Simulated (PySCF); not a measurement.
Molecule: C₂H₆O₆Si₂, SMILES O[Si](O)(C#C[Si](O)(O)O)O, singlet. Atoms near the plane z = 0.0 Å, at the GFN2-xTB optimised geometry (x, y, z in Å): Si1 (-0.3, -0.9, 0.0), O2 (-0.9, 0.7, 0.0), O4 (1.3, -0.9, 0.0), H11 (-1.8, 0.9, -0.3), H13 (1.8, -0.3, 0.6).

Calculation: PBE0/def2-TZVP (PySCF). Cells within 0.4 Å of a nucleus heavier than hydrogen are left out (blank, or x). The values are rescaled to run from 0 to 1.

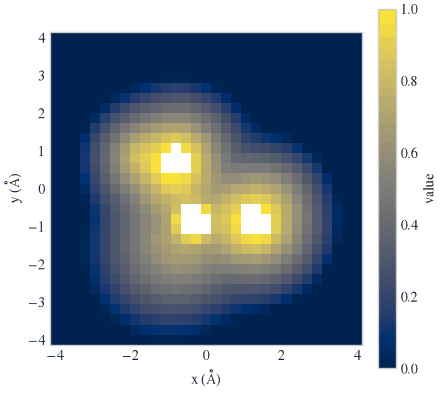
Fig. 1. a field on the plane z = 0.0 Å.

**Question.** Which quantity is mapped?
A. deformation density (molecule minus spherical neutral atoms)
B. log10 of the electron density
C. electron localisation function
D. an orbital amplitude

**Answer.** B, log10 of the electron density. In full: log10 of the electron density (e/bohr³), floored at −4.
